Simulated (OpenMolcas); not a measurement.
**Pt²⁺ among point charges: CASSCF and CASPT2 levels and susceptibility**

Aim: the splitting of the states of Pt²⁺ in the field of 6 point charges, its lowest levels with spin-orbit coupling and its magnetic susceptibility.

Method: state-averaged CASSCF and CASPT2, spin-orbit coupling by RASSI with atomic mean-field integrals. Code: OpenMolcas 26.06.

## (1) Starting point

| Item | Value |
| --- | --- |
| Species | Pt²⁺ (platinum, Z = 78, 76 electrons) |
| Basis | ANO-RCC-VDZP [7s6p4d2f], 59 functions |
| Scalar Hamiltonian | DKH2, point nucleus |
| Inactive shells | 1s 2s 2p 3s 3p 3d 4s 4p 4d 4f 5s 5p |
| Active space | 8 electrons in 5 orbitals (5d) |
| Some configurations of this space | 5d⁸ |
| Orbitals | optimised for each spin and parity, averaged over all roots |

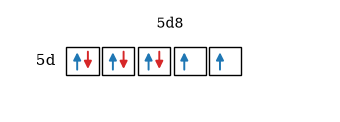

The shells outside the core, filled by Hund's rule for the drawing.

The ion sits among 6 point charges of -1.5 e arranged as a trigonal antiprism (D3d), 2.22 Å from the ion, with a polar angle of 60.8° against the regular 54.74°.

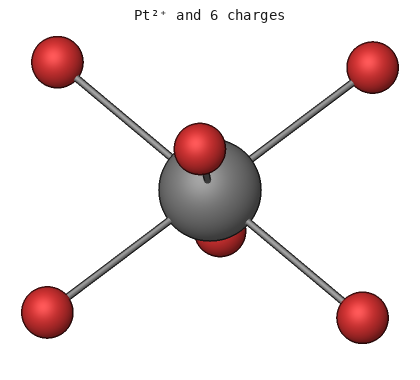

The ion and the point charges (red).

Each step is its own input file, run in one work folder so that later steps find the files of earlier ones. Labels, J, g values, rates, χT and fits are worked out afterwards by a script from the matrices that RASSI stores. The input lists half of the charges; inversion (Group=XYZ) makes the rest.

## (2) One- and two-electron integrals

a.inp reads:

```
&GATEWAY
Coord
1

Pt 0.0 0.0 0.0
Basis=ANO-RCC-VDZP
Group=XYZ
NoMove
AngMom=0.0 0.0 0.0
AMFI
XField
3 Angstrom 0
0.000000 1.937065 1.084518 -1.500000
1.677547 -0.968532 1.084518 -1.500000
1.677547 0.968532 -1.084518 -1.500000
&SEWARD
```

On the command line:

```console
$ OMP_NUM_THREADS=1 MOLCAS_MEM=1689 MOLCAS_PROJECT=a pymolcas a.inp > a.log
```

## (3) Reference wave functions, triplets of even parity, 10 roots

a.inp reads:

```
&RASSCF
FileOrb=start.orb
Symmetry=1
Spin=3
nActEl=8 0 0
Inactive=15 19
Ras2=5 0
CIRoot=10 10 1
SDav=10
CIMx=300
Iter=120 100
PrWF=0.3
OrbListing=Nothing
MaxOrb=0
>>> COPY $Project.JobIph JOB001
```

start.orb holds the contracted functions of the basis, ordered by shell, or the orbitals of the step before.

## (4) Reference wave functions, singlets of even parity, 15 roots

a.inp reads:

```
&RASSCF
FileOrb=start.orb
Symmetry=1
Spin=1
nActEl=8 0 0
Inactive=15 19
Ras2=5 0
CIRoot=15 15 1
SDav=15
CIMx=300
Iter=120 100
PrWF=0.3
OrbListing=Nothing
MaxOrb=0
>>> COPY $Project.JobIph JOB002
```

## (5) RASSI: spin-orbit coupling between the states

a.inp reads:

```
&RASSI
NrOfJobIphs=2 10 15
1 2 3 4 5 6 7 8 9 10
1 2 3 4 5 6 7 8 9 10 11 12 13 14 15
IphNames
JOB001
JOB002
EJob
SpinOrbit
DIPRint=1.0
SOCoupling=1000.0
Subsets=2
Property=9
'ANGMOM' 1 'ANGMOM' 2 'ANGMOM' 3 'MLTPL  1' 1 'MLTPL  1' 2 'MLTPL  1' 3
'AMFI' 1 'AMFI' 2 'AMFI' 3
SOProperty=3
'ANGMOM' 1 'ANGMOM' 2 'ANGMOM' 3
```

## (6) CASPT2: IPEA 0.25, imaginary shift 0.1 (closed shells correlated: 5s 5p)

a.inp reads:

```
>>> COPY JOB001 $Project.JobIph
&CASPT2
Multistate=10 1 2 3 4 5 6 7 8 9 10
NoMult
Frozen=14 16
IPEA=0.25
Imaginary=0.1
MaxIter=60
WThr=0.0 0.3 0.05
PrWF=0.5
NoMix
>>> COPY JOB002 $Project.JobIph
&CASPT2
Multistate=15 1 2 3 4 5 6 7 8 9 10 11 12 13 14 15
NoMult
Frozen=14 16
IPEA=0.25
Imaginary=0.1
MaxIter=60
WThr=0.0 0.3 0.05
PrWF=0.5
NoMix
```

(Steps that only read results are left out.)

Q: Predict the outcome of this session. Wanted: spin-free ground state; first state of the same spin within the active space; lowest level; next level.

As calculated:

| quantity | value |
| --- | --- |
| method | SS-CASPT2, IPEA 0.25, imaginary shift 0.1 (closed shells correlated: 5s 5p) |
| spin-free ground state | 3A2, 1-fold in its orbital part |
| first state of the same spin within the active space | 3A1 at 5930 cm⁻¹ |
| lowest level | 2-fold E, g = 0.00, 0.00, 7.45 |
| next level | 525.8 cm⁻¹ |
| χT at 300 K | 2.37 cm³ K/mol |
| effective moment at 300 K | 4.35 μB |

Cost by method:

```
                                              method  time of its own steps  time with the reference
                                           A. CASSCF                  3.5 s                    3.5 s
B. SS-CASPT2, IPEA 0.25, imaginary shift 0.1, +5s 5p                  1.4 s                      5 s
```

Times are of one thread on a shared host.

**Reading.** The spin-free ground state (3A2) comes to 97 % from free-ion F terms and keeps the highest spin of the shell. χT at 300 K is 2.37, against 1.00 cm³ K/mol for the spin alone, so orbital moment adds to it. CASPT2 does not keep the components of a term degenerate, and the means are used. The field of point charges can differ much from that of real complexes. Point charges carry no covalency, so the field is a model and not that of real ligands.
